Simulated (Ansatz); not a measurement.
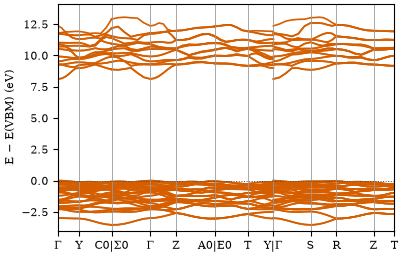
Fig. 1. Band structure from r²SCAN with spin–orbit coupling in the plane-wave PAW code Ansatz

Task: Read off the gap and where the band edges lie.

Result: About 8.1 eV (8.12 eV by a search for the band edges); maximum at Γ, minimum at Γ.

The material is BaMgF4 in space group Cmcm (No. 63; Pearson symbol oS24).

The first step of the workflow began from a Materials Project structure, measured or hypothetical; the Crystallography Open Database copy checked does not list it. COD files the formula under space group No. 36, so this cell is another polymorph or a model. Whether it is the stable phase at ambient conditions was not checked. Symmetry was held in the r²SCAN relaxation; its stability against distortions is not shown here.

Potentials: the earlier of the program's two PAW sets.
